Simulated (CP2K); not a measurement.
**OH− (hydroxide): PBE/aug-cc-pVTZ**

Aim: the vertical ionisation energy of OH− (hydroxide) at PBE/aug-cc-pVTZ, from 2 runs. 

The calculation is run with CP2K 2026.2.

2 further runs of the same task are left out: 1 that didn't finish, 1 set aside as unsound or not needed.

**1. The structure to begin with**

The species is OH− (2 atoms), meant as a singlet with charge -1. SMILES: `[OH-]`. Geometry: relaxed at PBE0-D4/def2-TZVPD.

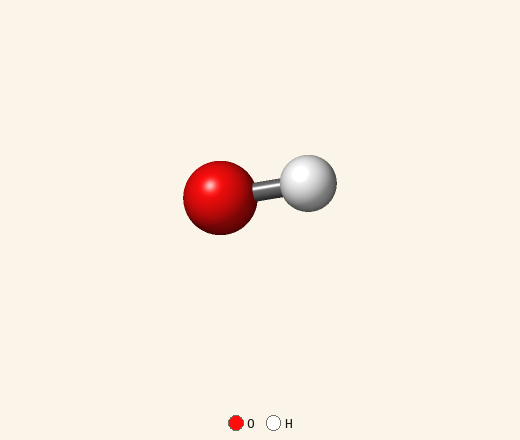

Viewed from a chosen angle; oxygen red, hydrogen white.

**2. The energy at PBE/aug-cc-pVTZ**

Contents of run.inp:

```
&GLOBAL
   PROJECT_NAME run
   RUN_TYPE ENERGY
   PRINT_LEVEL MEDIUM
&END GLOBAL

&FORCE_EVAL
   METHOD QS
   &DFT
      BASIS_SET_FILE_NAME ./aug_cc_pvtz.basis
      POTENTIAL_FILE_NAME POTENTIAL
      CHARGE -1
      &QS
         METHOD GAPW
         EPS_DEFAULT 1.0E-10
      &END QS
      &MGRID
         CUTOFF 280
         REL_CUTOFF 50
         NGRIDS 4
      &END MGRID
      &POISSON
         PERIODIC NONE
         POISSON_SOLVER WAVELET
      &END POISSON
      &SCF
         SCF_GUESS ATOMIC
         EPS_SCF 1.0E-06
         MAX_SCF 40
         &OT
            MINIMIZER DIIS
            PRECONDITIONER FULL_SINGLE_INVERSE
         &END OT
         &OUTER_SCF
            EPS_SCF 1.0E-06
            MAX_SCF 10
         &END OUTER_SCF
      &END SCF
      &XC
         &XC_FUNCTIONAL
            &GGA_X_PBE
            &END GGA_X_PBE
            &GGA_C_PBE
            &END GGA_C_PBE
         &END XC_FUNCTIONAL
      &END XC
      &PRINT
         &MOMENTS
            PERIODIC F
            REFERENCE COM
            MAX_MOMENT 1
         &END MOMENTS
         &MO_CUBES
            NLUMO 3
            NHOMO -1
            WRITE_CUBE F
         &END MO_CUBES
         &LOWDIN ON
         &END LOWDIN
         &HIRSHFELD OFF
         &END HIRSHFELD
         &MO_MOLDEN ON
            NDIGITS 8
            NLUMO 3
         &END MO_MOLDEN
      &END PRINT
   &END DFT
   &SUBSYS
      &CELL
         ABC 12.4 12.4 12.4
         PERIODIC NONE
      &END CELL
      &COORD
         O      6.611800     6.068200     6.412500
         H      5.788200     6.331800     5.987500
      &END COORD
      &KIND O
         BASIS_SET aug-cc-pVTZ
         POTENTIAL ALL
         LEBEDEV_GRID 194
         RADIAL_GRID 100
      &END KIND
      &KIND H
         BASIS_SET aug-cc-pVTZ
         POTENTIAL ALL
         LEBEDEV_GRID 194
         RADIAL_GRID 100
      &END KIND
   &END SUBSYS
&END FORCE_EVAL
```

Launch:

```sh
$ OMP_NUM_THREADS=1 cp2k.psmp -i run.inp > run.out 2>&1
```

The log of the run:

```text
CP2K| version string:                                       CP2K version 2026.2
[...]
 GLOBAL| Method name                                                        CP2K
[...]
 GLOBAL| Run type                                                         ENERGY
[...]
 DFT| Spin restricted Kohn-Sham (RKS) calculation                            RKS
 DFT| Multiplicity                                                             1
[...]
 DFT| Charge                                                                  -1
[...]
 FUNCTIONAL| GGA_X_PBE:
[...]
 FUNCTIONAL| GGA_C_PBE:
[...]
 QS| Method:                                                                GAPW
[...]
 QS| Density cutoff [a.u.]:                                                140.0
[...]
 QS| Relative density cutoff [a.u.]:                                        25.0
[...]
                             - Atoms:                                          2
[...]
                             - Spherical basis functions:                     69
[...]
 Number of electrons:                                                         10
[...]
     1 OT DIIS     0.80E-01    2.2     0.20639130       -75.4109960112 -7.54E+01
[...]
    34 OT DIIS     0.80E-01    1.8     0.00000066       -75.7542058689 -2.94E-12
  *** SCF run converged in    34 steps ***
[...]
  Overlap energy of the core charge distribution:               0.00000004666623
  Self energy of the core charge distribution:                -74.32059418673794
  Core Hamiltonian energy:                                     -5.90800159983727
  Hartree energy:                                              20.86219297336969
  Exchange-correlation energy:                                 -3.90713800330362
[...]
                     Mulliken Population Analysis
 #  Atom  Element  Kind  Atomic population                           Net charge
       1     O        1          9.061461                             -1.061461
       2     H        2          0.938539                              0.061461
 # Total charge                             10.000000                 -1.000000
[...]
  Dipole moment [Debye]
    X= -0.9454649E+00 Y=  0.3025821E+00 Z= -0.4878424E+00  Total=      1.1060967
[...]
 HOMO - LUMO gap [eV] :    1.490570
 ENERGY| Total FORCE_EVAL ( QS ) energy [hartree]            -75.754205868878515
[...]
```

Wall time 8.1 min (1 thread of Arm Neoverse V1, shared host); peak memory 0.85 GiB.

**3. Doublet neutral OH at the same level**

Contents of gas.inp:

```
&FORCE_EVAL
   METHOD Quickstep
   &DFT
      BASIS_SET_FILE_NAME ./aug_cc_pvtz.basis
      POTENTIAL_FILE_NAME POTENTIAL
      MULTIPLICITY 2
      UKS T
      &QS
         METHOD GAPW
         EPS_DEFAULT 1.0E-10
      &END QS
      &MGRID
         CUTOFF 280
         REL_CUTOFF 50
         NGRIDS 4
      &END MGRID
      # isolated system
      &POISSON
         PERIODIC NONE
         POISSON_SOLVER WAVELET
      &END POISSON
      &SCF
         SCF_GUESS ATOMIC
         EPS_SCF 1.0E-06
         MAX_SCF 50
         &OT
            MINIMIZER DIIS
            PRECONDITIONER FULL_ALL
         &END OT
         &OUTER_SCF
            EPS_SCF 1.0E-06
            MAX_SCF 5
         &END OUTER_SCF
      &END SCF
      &XC
         &XC_FUNCTIONAL
            &GGA_X_PBE
            &END GGA_X_PBE
            &GGA_C_PBE
            &END GGA_C_PBE
         &END XC_FUNCTIONAL
      &END XC
      &PRINT
         &MOMENTS
            PERIODIC F
            REFERENCE COM
            MAX_MOMENT 1
         &END MOMENTS
         &MO_CUBES
            NLUMO 3
            NHOMO -1
            WRITE_CUBE F
         &END MO_CUBES
         &LOWDIN ON
         &END LOWDIN
         &HIRSHFELD OFF
         &END HIRSHFELD
      &END PRINT
   &END DFT
   # structure
   &SUBSYS
      &CELL
         ABC 12.4 12.4 12.4
         PERIODIC NONE
      &END CELL
      &COORD
         SCALED T
         O    0.53320968   0.48937097   0.51713710
         H    0.46679032   0.51062903   0.48286290
      &END COORD
      &KIND O
         BASIS_SET aug-cc-pVTZ
         POTENTIAL ALL
         LEBEDEV_GRID 194
         RADIAL_GRID 100
      &END KIND
      &KIND H
         BASIS_SET aug-cc-pVTZ
         POTENTIAL ALL
         LEBEDEV_GRID 194
         RADIAL_GRID 100
      &END KIND
   &END SUBSYS
&END FORCE_EVAL

&GLOBAL
   PROJECT gas
   RUN_TYPE ENERGY
   PRINT_LEVEL MEDIUM
&END GLOBAL
```

Launch:

```sh
$ OMP_NUM_THREADS=1 cp2k.psmp -i gas.inp > gas.out 2>&1
```

The log of the run:

```text
CP2K| version string:                                       CP2K version 2026.2
[...]
 GLOBAL| Method name                                                        CP2K
[...]
 GLOBAL| Run type                                                         ENERGY
[...]
 DFT| Spin unrestricted (spin-polarized) Kohn-Sham calculation               UKS
 DFT| Multiplicity                                                             2
[...]
 DFT| Charge                                                                   0
[...]
 FUNCTIONAL| GGA_X_PBE:
[...]
 FUNCTIONAL| GGA_C_PBE:
[...]
 QS| Method:                                                                GAPW
[...]
 QS| Density cutoff [a.u.]:                                                140.0
[...]
 QS| Relative density cutoff [a.u.]:                                        25.0
[...]
                             - Atoms:                                          2
[...]
                             - Spherical basis functions:                     69
[...]
 Number of electrons:                                                          5
[...]
     1 OT DIIS     0.15E+00    3.3     0.13809617       -73.2092781778 -7.32E+01
[...]
    29 OT DIIS     0.15E+00    2.7     0.00000095       -75.6821956114 -2.98E-10
  *** SCF run converged in    29 steps ***
[...]
  Overlap energy of the core charge distribution:               0.00000004666610
  Self energy of the core charge distribution:                -74.32059418673794
  Core Hamiltonian energy:                                     -6.04159539957599
  Hartree energy:                                              20.86663103516867
  Exchange-correlation energy:                                 -3.68339086071432
[...]
                     Mulliken Population Analysis
 #  Atom  Element  Kind  Atomic population (alpha,beta) Net charge  Spin moment
       1     O        1         4.611783     3.603966    -0.215749     1.007817
       2     H        2         0.388217     0.396034     0.215749    -0.007817
 # Total charge and spin        5.000000     4.000000    -0.000000     1.000000
[...]
  Dipole moment [Debye]
    X= -0.1361541E+01 Y=  0.4357421E+00 Z= -0.7026033E+00  Total=      1.5928952
[...]
 WARNING : did not converge in ot_eigensolver
 number of iterations          299  exceeded maximum
 current gradient / target gradient   1.1888536483719175E-003  /    1.0000000000000001E-005
[...]
 WARNING : did not converge in ot_eigensolver
 number of iterations          299  exceeded maximum
 current gradient / target gradient   1.1919060409359848E-003  /    1.0000000000000001E-005
[...]
 HOMO - LUMO gap [eV] :    0.924735
 ENERGY| Total FORCE_EVAL ( QS ) energy [hartree]            -75.682195611366538
[...]
```

Wall time 85 s (1 thread of Arm Neoverse V1, shared host); peak memory 1.1 GiB.

**4. What came out**

Level: PBE/aug-cc-pVTZ.

| quantity | value |
| --- | --- |
| singlet OH−: total energy | -75.75421 Eh |
| singlet OH−: HOMO energy | 2.20 eV |
| singlet OH−: LUMO energy | 3.69 eV |
| singlet OH−: HOMO–LUMO gap (to an unbound level, set by the basis) | 1.49 eV |
| doublet neutral OH: total energy | -75.68220 Eh |
| doublet neutral OH: dipole moment | 1.59 D |
| doublet neutral OH: HOMO energy (highest over α and β) | -7.39 eV |
| doublet neutral OH: LUMO energy (lowest over α and β) | -6.47 eV |
| doublet neutral OH: ⟨S²⟩ | 0.752 |
| vertical detachment energy (to the doublet neutral) | 1.959 eV |

**Reading.** The vertical ionisation energy comes to 1.96 eV (45 kcal/mol). The negative HOMO energy of the first species, -2.20 eV, lies 4.16 eV below that difference. The HOMO (singlet OH−) lies at positive energy, 2.20 eV, as semi-local functionals often give for anions; only total energies tell whether the electron is bound.
